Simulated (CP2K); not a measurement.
# One shape, several levels: SiN2H6 (SMILES N[SiH2]N)

We compute a comparison of 3 runs (AM1, GFN0-xTB, GFN1-xTB) of SiN2H6. 

Program for the calculation: CP2K 2026.2.

3 further runs of the same task are left out: 2 that didn't finish, 1 set aside as unsound or not needed.

## Step 1: The structure to begin with

The species is SiN2H6 (9 atoms), meant as a singlet with charge 0. SMILES: `N[SiH2]N`. The shape is that of a GFN2-xTB optimisation. This is one conformer, not always the lowest.

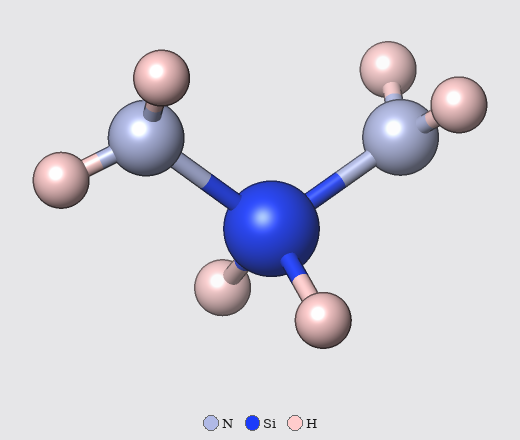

The structure, seen from a chosen angle (nitrogen light blue, silicon blue, hydrogen pink).

## Step 2: Energy and forces at AM1 (run 1)

The input, molecule.xyz:

```xyz
9

N     -0.821910     0.128080    -1.167310
Si     0.392230     0.471720     0.020290
N      0.303340    -0.590930     1.372060
H     -0.884810    -0.805890    -1.542250
H     -0.965560     0.793310    -1.909250
H      0.072150     1.815780     0.490800
H      1.775360     0.330140    -0.451660
H      0.687750    -1.517970     1.295650
H     -0.558550    -0.624220     1.891660
```

The input, gas.inp:

```
&FORCE_EVAL
  METHOD QUICKSTEP
  &DFT
    # Quickstep
    &QS
      METHOD AM1
      EPS_DEFAULT 1.0E-10
      &SE
        &COULOMB
          CUTOFF [angstrom] 50
          RC_RANGE [angstrom] 0
        &END COULOMB
        &EXCHANGE
          CUTOFF [angstrom] 50
          RC_RANGE [angstrom] 0
        &END EXCHANGE
      &END SE
    &END QS
    &POISSON
      PERIODIC NONE
      POISSON_SOLVER ANALYTIC
    &END POISSON
    &SCF
      SCF_GUESS ATOMIC
      EPS_SCF 1.0E-07
      MAX_SCF 80
      ADDED_MOS 4
      &DIAGONALIZATION
        ALGORITHM STANDARD
      &END DIAGONALIZATION
      &MIXING
        METHOD DIRECT_P_MIXING
        ALPHA 0.4
      &END MIXING
    &END SCF
    &PRINT
      &MOMENTS
        PERIODIC F
        REFERENCE COM
        MAX_MOMENT 1
      &END MOMENTS
      &MO ON
        ENERGIES T
        OCCUPATION_NUMBERS T
        NDIGITS 6
        &EACH
          QS_SCF 0
        &END EACH
        ADD_LAST NUMERIC
      &END MO
      &HIRSHFELD OFF
      &END HIRSHFELD
    &END PRINT
  &END DFT
  &SUBSYS
    &CELL
      ABC 14.7 15.3 15.8
      PERIODIC NONE
    &END CELL
    &TOPOLOGY
      COORD_FILE_NAME molecule.xyz
      COORD_FILE_FORMAT XYZ
      &CENTER_COORDINATES
      &END CENTER_COORDINATES
    &END TOPOLOGY
  &END SUBSYS
  # extra output
  &PRINT
    &FORCES ON
    &END FORCES
  &END PRINT
&END FORCE_EVAL

&GLOBAL
  PROJECT_NAME gas
  RUN_TYPE ENERGY_FORCE
  PRINT_LEVEL MEDIUM
&END GLOBAL
```

Command:

```console
$ OMP_NUM_THREADS=1 cp2k.psmp -i gas.inp > gas.out 2>&1
```

Output:

```text
CP2K| version string:                                       CP2K version 2026.2
[...]
 GLOBAL| Method name                                                        CP2K
[...]
 GLOBAL| Run type                                                   ENERGY_FORCE
[...]
                             - Atoms:                                          9
[...]
                             - Spherical basis functions:                     18
[...]
 Number of electrons:                                                         20
[...]
     1 P_Mix/Diag. 0.40E+00    0.0     0.80226703       -16.2612075126 -1.63E+01
[...]
    22 DIIS/Diag.  0.43E-07    0.0     0.00000009       -21.3845493964 -9.24E-14
  *** SCF run converged in    22 steps ***
  Core-core repulsion energy [eV]:                           1015.56848973277204
  Core Hamiltonian energy [eV]:                              -932.60397193407084
  Two-electron integral energy [eV]:                        -1329.73540004970960
  Electronic energy [eV]:                                   -1597.47167195892575
  Total energy [eV]:                                         -581.90318222615360
  Atomic reference energy [eV]:                               580.25244994817240
  Heat of formation [kcal/mol]:                               -38.06679367007072
[...]
 SE_DIPOLE| Moment [Debye]          0.18257096       0.97670143       1.26925573
 SE_DIPOLE| Derivative [a.u.]       0.00000000       0.00000000       0.00000000
 ENERGY| Total FORCE_EVAL ( QS ) energy [hartree]            -21.384549396444989
[...]
```

It took 0.26 s on 1 thread of Arm Neoverse V1, shared host.

## Step 3: The energy at GFN0-xTB (run 2)

The input, mol.inp:

```
&GLOBAL
  PROJECT mol
  RUN_TYPE ENERGY
  PRINT_LEVEL MEDIUM
&END
&FORCE_EVAL
  METHOD Quickstep
  &DFT
    &QS
      METHOD XTB
      EPS_DEFAULT 1.0E-10
      &XTB
        GFN_TYPE 0
        CHECK_ATOMIC_CHARGES F
      &END
    &END
    &POISSON
      PERIODIC NONE
      POISSON_SOLVER ANALYTIC
    &END
    &SCF
      SCF_GUESS ATOMIC
      EPS_SCF 1.0E-06
      MAX_SCF 150
      ADDED_MOS 8
      &DIAGONALIZATION
        ALGORITHM STANDARD
      &END
      &MIXING
        METHOD DIRECT_P_MIXING
        ALPHA 0.4
      &END
    &END
    &PRINT
      &MOMENTS
        PERIODIC F
        REFERENCE COM
        MAX_MOMENT 1
      &END
      &MO ON
        ENERGIES T
        OCCUPATION_NUMBERS T
        NDIGITS 6
        &EACH
          QS_SCF 0
        &END
        ADD_LAST NUMERIC
      &END
      &HIRSHFELD OFF
      &END
    &END
  &END
  &SUBSYS
    &CELL
      ABC 10.7 11.3 11.8
      PERIODIC NONE
    &END
    &COORD
      N      4.123190     5.629175     4.741485
      Si     5.337330     5.972815     5.929085
      N      5.248440     4.910165     7.280855
      H      4.060290     4.695205     4.366545
      H      3.979540     6.294405     3.999545
      H      5.017250     7.316875     6.399595
      H      6.720460     5.831235     5.457135
      H      5.632850     3.983125     7.204445
      H      4.386550     4.876875     7.800455
    &END
  &END
&END
```

Command:

```console
$ OMP_NUM_THREADS=1 cp2k.psmp -i mol.inp -o mol.out
```

Output:

```text
CP2K| version string:                                       CP2K version 2026.2
[...]
 GLOBAL| Method name                                                        CP2K
[...]
 GLOBAL| Run type                                                         ENERGY
[...]
                             - Atoms:                                          9
[...]
                             - Spherical basis functions:                     29
[...]
 Number of electrons:                                                         20
[...]
 TB_DIPOLE| Moment [Debye]          0.20275017      -0.17003499      -0.73661592
 TB_DIPOLE| Derivative [a.u.]       0.00000000       0.00000000       0.00000000
[...]
 ENERGY| Total FORCE_EVAL ( QS ) energy [hartree]            -11.021702422272355
[...]
```

Wall time 0.24 s (1 thread of Arm Neoverse V1, shared host).

## Step 4: Energy and gradient at GFN1-xTB (run 3)

The input, molecule.pdb:

```
HETATM    1 N    MOL A   1      -0.822   0.128  -1.167  1.00  0.00           N
HETATM    2 Si   MOL A   1       0.392   0.472   0.020  1.00  0.00          SI
HETATM    3 N    MOL A   1       0.303  -0.591   1.372  1.00  0.00           N
HETATM    4 H    MOL A   1      -0.885  -0.806  -1.542  1.00  0.00           H
HETATM    5 H    MOL A   1      -0.966   0.793  -1.909  1.00  0.00           H
HETATM    6 H    MOL A   1       0.072   1.816   0.491  1.00  0.00           H
HETATM    7 H    MOL A   1       1.775   0.330  -0.452  1.00  0.00           H
HETATM    8 H    MOL A   1       0.688  -1.518   1.296  1.00  0.00           H
HETATM    9 H    MOL A   1      -0.559  -0.624   1.892  1.00  0.00           H
END
```

The input, run.inp:

```
&GLOBAL
  PROJECT_NAME run
  RUN_TYPE ENERGY_FORCE
  PRINT_LEVEL MEDIUM
&END GLOBAL
&FORCE_EVAL
  METHOD QUICKSTEP
  &DFT
    # Quickstep
    &QS
      METHOD XTB
      EPS_DEFAULT 1.0E-10
      &XTB
        GFN_TYPE 1
        CHECK_ATOMIC_CHARGES F
      &END XTB
    &END QS
    &POISSON
      PERIODIC NONE
      POISSON_SOLVER ANALYTIC
    &END POISSON
    &SCF
      SCF_GUESS ATOMIC
      EPS_SCF 1.0E-06
      MAX_SCF 150
      &DIAGONALIZATION
        ALGORITHM STANDARD
      &END DIAGONALIZATION
      &MIXING
        METHOD DIRECT_P_MIXING
        ALPHA 0.4
      &END MIXING
    &END SCF
    # extra output
    &PRINT
      &MOMENTS
        PERIODIC F
        REFERENCE COM
        MAX_MOMENT 1
      &END MOMENTS
      &MO ON
        ENERGIES T
        OCCUPATION_NUMBERS T
        NDIGITS 6
        &EACH
          QS_SCF 0
        &END EACH
        ADD_LAST NUMERIC
      &END MO
      &HIRSHFELD OFF
      &END HIRSHFELD
    &END PRINT
  &END DFT
  &SUBSYS
    &CELL
      ABC 10.7 11.3 11.8
      PERIODIC NONE
    &END CELL
    &TOPOLOGY
      COORD_FILE_NAME molecule.pdb
      COORD_FILE_FORMAT PDB
      CONN_FILE_FORMAT OFF
      &CENTER_COORDINATES
      &END CENTER_COORDINATES
    &END TOPOLOGY
  &END SUBSYS
  &PRINT
    &FORCES ON
    &END FORCES
  &END PRINT
&END FORCE_EVAL
```

Command:

```console
$ OMP_NUM_THREADS=1 cp2k.psmp -i run.inp -o run.out
```

Output:

```text
CP2K| version string:                                       CP2K version 2026.2
[...]
 GLOBAL| Method name                                                        CP2K
[...]
 GLOBAL| Run type                                                   ENERGY_FORCE
[...]
                             - Atoms:                                          9
[...]
                             - Spherical basis functions:                     29
[...]
 Number of electrons:                                                         20
[...]
     1 P_Mix/Diag. 0.40E+00    0.0     0.49543776       -11.5074396509 -1.15E+01
[...]
    12 DIIS/Diag.  0.51E-06    0.0     0.00000056       -11.5784352050 -2.97E-11
  *** SCF run converged in    12 steps ***
[...]
 ENERGY| Total FORCE_EVAL ( QS ) energy [hartree]            -11.578435204988343
 FORCES| Atomic forces [hartree/bohr]
 FORCES|   Atom     x               y               z               |f|
 FORCES|      1  1.22977488E-02  1.37725290E-03 -1.87693965E-03   1.25161637E-02
 FORCES|      2  4.68817105E-03  6.04364864E-03  4.61333611E-03   8.93238528E-03
 FORCES|      3 -4.68662178E-03  7.61029826E-04 -1.17765069E-02   1.26976259E-02
 FORCES|      4 -5.63317788E-03 -5.04759588E-04 -1.54102637E-03   5.86193121E-03
 FORCES|      5 -5.72901275E-03 -6.20075805E-04 -2.65245160E-03   6.34362519E-03
 FORCES|      6  2.38973290E-03 -4.21124644E-03 -1.71021828E-03   5.13519877E-03
 FORCES|      7 -6.23432222E-03  1.76709375E-03  1.60322281E-03   6.67530653E-03
 FORCES|      8  1.95597938E-03 -2.12658684E-03  6.64595505E-03   7.24685763E-03
 FORCES|      9  9.51502467E-04 -2.48635644E-03  6.69462880E-03   7.20453886E-03
 FORCES| Sum    -8.57603918E-17 -4.15466272E-16 -1.12757026E-17
 FORCES| Total atomic force                                       4.24375082E-16
[...]
```

Run time: 0.32 s. Hardware: 1 thread of Arm Neoverse V1, shared host.

## Step 5: All runs side by side

```csv
run,level,task,SCF convergence threshold,energy (Eh),dipole moment (D),HOMO energy (eV),LUMO energy (eV),wall time
1,AM1,gradient,1e-07,-21.384549,1.61,-9.75,1.80,0.26 s
2,GFN0-xTB,energy,1e-06,-11.021702,0.78,-12.27,-5.81,0.24 s
3,GFN1-xTB,gradient,1e-06,-11.578435,1.37,-10.97,–,0.32 s
```

## Step 6: Results

| quantity | value |
| --- | --- |
| run 3: total energy | -11.57844 Eh |
| run 3: dipole moment (from atomic charges alone) | 1.37 D |
| run 3: HOMO energy | -10.97 eV |
| run 3: dispersion energy | -5.96 kJ/mol |
| run 3: largest force on an atom | 0.653 eV/Å |

**Reading.** The dipole moment (its size) runs from 0.78 D (GFN0-xTB) to 1.61 D (AM1). Some of these are taken from atomic charges alone. Force-field and semi-empirical energies have zeros of their own, so their totals don't compare. All runs together took 0.82 s, the longest 0.32 s.
